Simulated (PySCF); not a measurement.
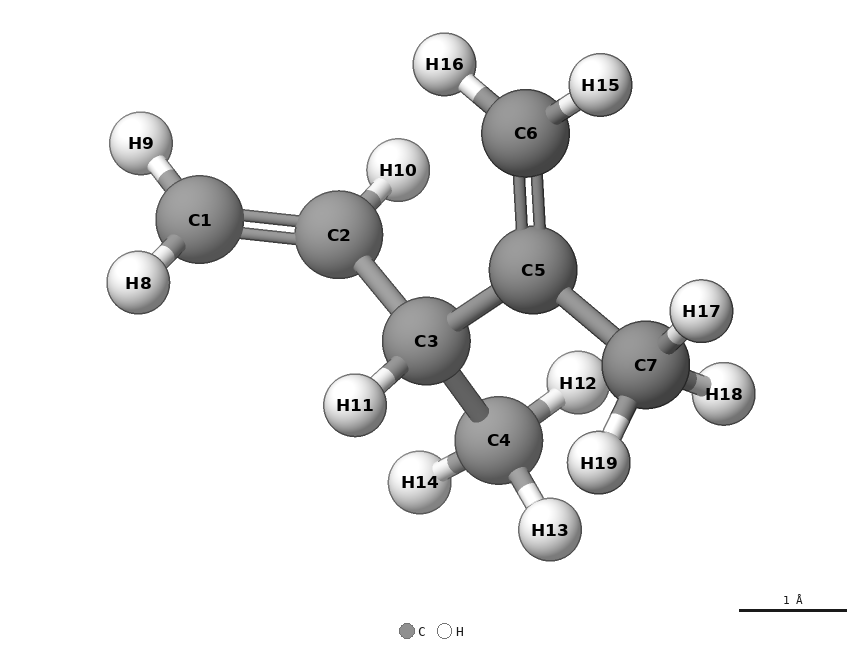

Atoms carry their numbers in the input. Geometry: an end point of a reaction path computed with GFN2-xTB.

Question: What is the geometry at C7?

Answer: C7 has 4 neighbours (C5 at 1.50, H17 at 1.09, H18 at 1.09, H19 at 1.09 Å); the arrangement is tetrahedral.

Question: What is the geometry at C4?

Answer: C4 has 4 neighbours (C3 at 1.54, H12 at 1.09, H13 at 1.09, H14 at 1.09 Å); the arrangement is tetrahedral.

Question: What is the geometry at C2?

Answer: C2 has 3 neighbours (C1 at 1.32, C3 at 1.50, H10 at 1.08 Å); the arrangement is trigonal planar.

Question: Describe the coordination of atom 3.

Answer: C3 has 4 neighbours (C2 at 1.50, C4 at 1.54, C5 at 1.52, H11 at 1.10 Å); the arrangement is tetrahedral.

Question: What is the dihedral angle C1–C2–C3–C4?

Answer: 119° in size, that is anticlinal.
